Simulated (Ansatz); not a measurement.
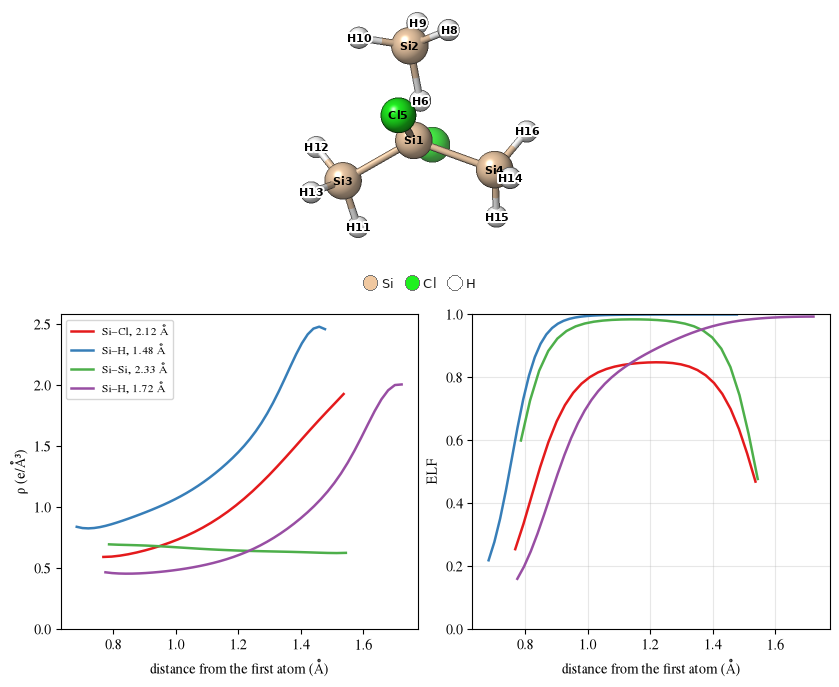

Figure 1: ClH6Si3···SiH4···Cl. Total electron density and electron localisation function along straight lines between neighbouring atoms. The curves leave out the atomic cores. The structure is drawn too.

A transition-state structure; geometry: PBE0-D4/def2-TZVP.

Theory: RKS PBE0-D4/def2-TZVPP (Ansatz 0.2.0).

Input

```
crystal:
  periodic: [false, false, false]
  atoms:
    - {symbol: Si, position_ang: [-0.129099, 0.479210, 0.200046]}
    - {symbol: Si, position_ang: [2.170392, -0.696061, -0.254381]}
    - {symbol: Si, position_ang: [-1.104146, 1.222377, -1.782055]}
    - {symbol: Si, position_ang: [-1.186447, -0.373429, 2.094368]}
    - {symbol: Cl, position_ang: [1.133266, 2.044225, 0.871180]}
    - {symbol: H, position_ang: [0.487776, -1.012536, -0.400474]}
    - {symbol: Cl, position_ang: [-1.053345, -1.824097, -0.764181]}
    - {symbol: H, position_ang: [2.689797, -0.614368, 1.126132]}
    - {symbol: H, position_ang: [2.341996, -2.060426, -0.813318]}
    - {symbol: H, position_ang: [2.708351, 0.329002, -1.172115]}
    - {symbol: H, position_ang: [-2.540490, 0.862102, -1.765787]}
    - {symbol: H, position_ang: [-0.393618, 0.574235, -2.911564]}
    - {symbol: H, position_ang: [-0.944841, 2.699328, -1.878088]}
    - {symbol: H, position_ang: [-1.059791, 0.607432, 3.206647]}
    - {symbol: H, position_ang: [-2.615096, -0.600787, 1.774076]}
    - {symbol: H, position_ang: [-0.504907, -1.636407, 2.469715]}
basis:
  gaussian: {orbitals: def2-TZVPP}
hamiltonian: {xc: pbe0, dispersion: d4}
output: {orbitals: {seedname: orbitals}}
```

Run with:

```sh
ansatz run in.yaml --threads 4 --pin off --events-out ev --progress --plain --max-ram 41984MiB --backend cuda --devices 0, --max-vram 37GiB
```

Compare the contacts.

Si–Cl (2.12 Å): ρ is about 0.8 e/Å³ halfway; the ELF peaks at about 0.85 between the atoms; a polar covalent bond.
Si–H (1.48 Å): the density is about 0.83 e/Å³ at the midpoint; the ELF climbs to about 1 towards the hydrogen, as it does in any bond to H.
Si–Si (2.33 Å): ρ at the midpoint is about 0.65 e/Å³; the ELF peaks at about 1 between the atoms; a covalent bond.
Si1···H6 (1.72 Å): the density falls to about 0.45 e/Å³ on the way; the ELF climbs to about 1 towards the hydrogen.
